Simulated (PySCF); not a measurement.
**B⁻: dipole response in aug-cc-pCVQZ-DK**

How polarisable is B⁻ at the levels listed below?

Program: PySCF 2.14.0. Level of theory: unrestricted determinants in a Gaussian basis, no spin-orbit coupling in the energies. These are calculated values, not measurements, unless marked.

### Step 1. What is computed

- Element: boron (Z = 5)
- Basis: aug-cc-pCVQZ-DK (9s8p6d4f2g, 109 functions)
- Hamiltonian: scalar relativity by spin-free X2C-1e
- State 1: B⁻: [He] 2s2 2p2, high-spin 3P determinant
- Methods: UHF, PBE, PBE0, wB97X-V

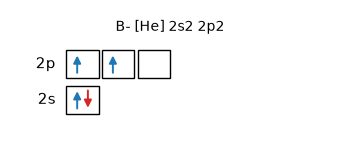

Outer shells as boxes.

One driver process ran all states and methods and kept the integrals in memory. Each run is shown as a PySCF script that sums up its settings (the driver passes frozen orbitals as a list and adds second-order terms of double hybrids); the logs are those of the runs themselves. The driver starts from symmetry-adapted Hartree-Fock orbitals, holds the occupation by maximum overlap and uses a logarithmic radial grid for functionals, so a plain start would take other cycles.

The integrals over 109 functions and the set-up took 1.7 s of CPU time.

### Step 2. B⁻, method by method

UHF:

input.py

```python
from pyscf import gto, scf, dft, mp, cc
import basis_set_exchange as bse
mol = gto.M(atom="B 0 0 0", charge=-1, spin=2, symmetry="D2h",
            basis=gto.basis.parse(bse.get_basis("aug-cc-pCVQZ-DK", elements=["B"], fmt="nwchem")),
            nucmod="G")
mf = scf.UHF(mol).sfx2c1e()
mf.irrep_nelec = {'Ag': (2, 2), 'B1u': (1, 0), 'B2u': (1, 0)}
mf.kernel()
```

Output:

```text
damping factor = 0
level_shift factor = 0
DIIS = <class 'pyscf.scf.diis.CDIIS'>
diis_start_cycle = 1
diis_space = 10
diis_damp = 0
SCF conv_tol = 1e-09
SCF conv_tol_grad = None
number electrons alpha = 4  beta = 2
cycle= 1 E= -24.5280821278856  delta_E= -0.00227  |g|= 0.0162  |ddm|= 0.0384
cycle= 2 E= -24.5284159372526  delta_E= -0.000334  |g|= 0.0064  |ddm|= 0.0158
cycle= 3 E= -24.5284870874925  delta_E= -7.12e-05  |g|= 0.000763  |ddm|= 0.0124
cycle= 4 E= -24.5284897283232  delta_E= -2.64e-06  |g|= 0.000357  |ddm|= 0.0045
cycle= 5 E= -24.5284904275264  delta_E= -6.99e-07  |g|= 0.000153  |ddm|= 0.00284
cycle= 6 E= -24.5284905597665  delta_E= -1.32e-07  |g|= 4.27e-05  |ddm|= 0.00154
cycle= 7 E= -24.5284905660892  delta_E= -6.32e-09  |g|= 9.48e-06  |ddm|= 0.000395
cycle= 8 E= -24.5284905664451  delta_E= -3.56e-10  |g|= 1.28e-06  |ddm|= 9.72e-05
converged SCF energy = -24.5284905664451  <S^2> = 2.0094679  2S+1 = 3.0063053
```

It used 34 s of CPU time after the integrals (shared host).

Orbital energies by shell (radii are means over both spins):

| shell | electrons | mean orbital energy (eV) | spread (eV) | rms radius (bohr) |
| --- | --- | --- | --- | --- |
| 1s α | 1 | -202.16 | 0 | 0.379 |
| 1s β | 1 | -201.73 | 0 | 0.379 |
| 2s α | 1 | -8.496 | 0 | 2.37 |
| 2s β | 1 | -4.558 | 0 | 2.37 |
| 2p α | 2 | -0.772 | 0 | 3.69 |

⟨S²⟩ = 2.009, ⟨L²⟩ = 2.03.

The driver then solved the coupled dipole response at imaginary frequencies: mean α = 124.3 bohr³ (xx, yy, zz: 61.42, 155.8, 155.8), C₆ = 1319 au for a like pair.

PBE:

input.py, as changed from the run before:

```diff
@@ -5,3 +5,3 @@
             nucmod="G")
-mf = scf.UHF(mol).sfx2c1e()
+mf = dft.UKS(mol, xc="PBE").sfx2c1e()
 mf.irrep_nelec = {'Ag': (2, 2), 'B1u': (1, 0), 'B2u': (1, 0)}
```

Output:

```text
damping factor = 0
level_shift factor = 0
DIIS = <class 'pyscf.scf.diis.CDIIS'>
diis_start_cycle = 1
diis_space = 10
diis_damp = 0
SCF conv_tol = 1e-09
SCF conv_tol_grad = None
number electrons alpha = 4  beta = 2
XC functionals = PBE
    J. P. Perdew, K. Burke, and M. Ernzerhof.,  Phys. Rev. Lett. 77, 3865 (1996)
    J. P. Perdew, K. Burke, and M. Ernzerhof.,  Phys. Rev. Lett. 78, 1396 (1997)
    J. P. Perdew, K. Burke, and M. Ernzerhof.,  Phys. Rev. Lett. 77, 3865 (1996)
    J. P. Perdew, K. Burke, and M. Ernzerhof.,  Phys. Rev. Lett. 78, 1396 (1997)
cycle= 1 E= -24.6403944805768  delta_E= -0.00558  |g|= 0.026  |ddm|= 0.51
cycle= 2 E= -24.633219592098  delta_E= 0.00717  |g|= 0.0732  |ddm|= 0.403
cycle= 3 E= -24.6416261378166  delta_E= -0.00841  |g|= 0.00879  |ddm|= 0.256
cycle= 4 E= -24.6417635682713  delta_E= -0.000137  |g|= 0.000813  |ddm|= 0.0395
cycle= 5 E= -24.6417647805017  delta_E= -1.21e-06  |g|= 4.96e-05  |ddm|= 0.0035
cycle= 6 E= -24.6417647832996  delta_E= -2.8e-09  |g|= 1.54e-06  |ddm|= 0.000199
cycle= 7 E= -24.641764783304  delta_E= -4.38e-12  |g|= 2.93e-07  |ddm|= 9.83e-06
converged SCF energy = -24.641764783304  <S^2> = 2.0029202  2S+1 = 3.0019462
```

It used 0.85 s of CPU time after the integrals (shared host).

At PBE the highest occupied level has a positive energy, so only the finite basis holds that electron; in a density functional this comes from self-interaction and does not mean that the real anion is unbound.

PBE0:

input.py, as changed from the run before:

```diff
@@ -5,3 +5,3 @@
             nucmod="G")
-mf = dft.UKS(mol, xc="PBE").sfx2c1e()
+mf = dft.UKS(mol, xc="PBE0").sfx2c1e()
 mf.irrep_nelec = {'Ag': (2, 2), 'B1u': (1, 0), 'B2u': (1, 0)}
```

Output:

```text
damping factor = 0
level_shift factor = 0
DIIS = <class 'pyscf.scf.diis.CDIIS'>
diis_start_cycle = 1
diis_space = 10
diis_damp = 0
SCF conv_tol = 1e-09
SCF conv_tol_grad = None
number electrons alpha = 4  beta = 2
XC functionals = PBE0
    C. Adamo and V. Barone.,  J. Chem. Phys. 110, 6158 (1999)
    M. Ernzerhof and G. E. Scuseria.,  J. Chem. Phys. 110, 5029 (1999)
cycle= 1 E= -24.6439291033938  delta_E= -0.00373  |g|= 0.00893  |ddm|= 0.257
cycle= 2 E= -24.6440111917107  delta_E= -8.21e-05  |g|= 0.0044  |ddm|= 0.0458
cycle= 3 E= -24.644020275473  delta_E= -9.08e-06  |g|= 0.00355  |ddm|= 0.0233
cycle= 4 E= -24.6440377992984  delta_E= -1.75e-05  |g|= 0.000101  |ddm|= 0.0132
cycle= 5 E= -24.6440378172176  delta_E= -1.79e-08  |g|= 5.97e-06  |ddm|= 0.000652
cycle= 6 E= -24.6440378172874  delta_E= -6.98e-11  |g|= 2.34e-06  |ddm|= 4.44e-05
converged SCF energy = -24.6440378172874  <S^2> = 2.0035567  2S+1 = 3.0023702
```

CPU time 1.9 s on a shared host, the integrals not counted.

At PBE0 the highest occupied level has a positive energy, so only the finite basis holds that electron; in a density functional this comes from self-interaction and does not mean that the real anion is unbound.

wB97X-V:

input.py, as changed from the run before:

```diff
@@ -5,3 +5,3 @@
             nucmod="G")
-mf = dft.UKS(mol, xc="PBE0").sfx2c1e()
+mf = dft.UKS(mol, xc="WB97X_V").sfx2c1e()
 mf.irrep_nelec = {'Ag': (2, 2), 'B1u': (1, 0), 'B2u': (1, 0)}
```

Output:

```text
damping factor = 0
level_shift factor = 0
DIIS = <class 'pyscf.scf.diis.CDIIS'>
diis_start_cycle = 1
diis_space = 10
diis_damp = 0
SCF conv_tol = 1e-09
SCF conv_tol_grad = None
number electrons alpha = 4  beta = 2
XC functionals = WB97X_V
    N. Mardirossian and M. Head-Gordon.,  Phys. Chem. Chem. Phys. 16, 9904-9924 (2014)
NLC functional = WB97X_V
cycle= 1 E= -24.6703441826892  delta_E= -0.00279  |g|= 0.0123  |ddm|= 0.149
cycle= 2 E= -24.6705134155509  delta_E= -0.000169  |g|= 0.0038  |ddm|= 0.0374
cycle= 3 E= -24.6705343810792  delta_E= -2.1e-05  |g|= 0.00127  |ddm|= 0.0171
cycle= 4 E= -24.6705371167429  delta_E= -2.74e-06  |g|= 0.000223  |ddm|= 0.0064
cycle= 5 E= -24.6705372830693  delta_E= -1.66e-07  |g|= 5.29e-05  |ddm|= 0.00216
cycle= 6 E= -24.6705372944919  delta_E= -1.14e-08  |g|= 9.46e-06  |ddm|= 0.000621
cycle= 7 E= -24.6705372947786  delta_E= -2.87e-10  |g|= 1.28e-06  |ddm|= 7.68e-05
converged SCF energy = -24.6705372947786  <S^2> = 2.003204  2S+1 = 3.0021353
```

It used 70 s of CPU time after the integrals (shared host).

The driver then solved the coupled dipole response at imaginary frequencies: mean α = 130.0 bohr³ (xx, yy, zz: 66.76, 161.6, 161.6), C₆ = 1419 au for a like pair.

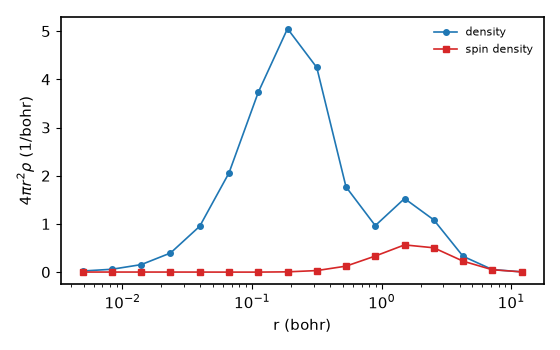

Radial density 4πr²ρ of B⁻ at UHF, at 16 stored radii joined by straight lines.

### Step 3. The response side by side

B⁻, in atomic units:

| method | mean α | C₆ (like pair) | S(−4) |
| --- | --- | --- | --- |
| UHF | 124.3 | 1319 | 16610 |
| wB97X-V | 130.0 | 1419 | 18060 |

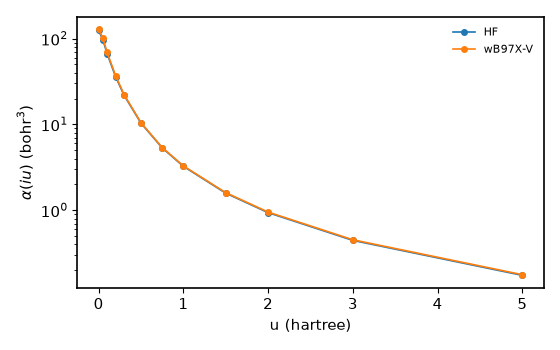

α(iu) of B⁻, the polarisability at imaginary frequency, on a logarithmic scale.

### Step 4. Summary of results

```
quantity                                 value
 α of B⁻  124.3 (UHF) to 130.0 (wB97X-V) bohr³
```

What this shows: A single London oscillator with the computed α and C₆ of B⁻ at UHF would have ω = 4 C₆ / (3 α²) = 0.114 hartree. The basis is finite, and no extrapolation was made.
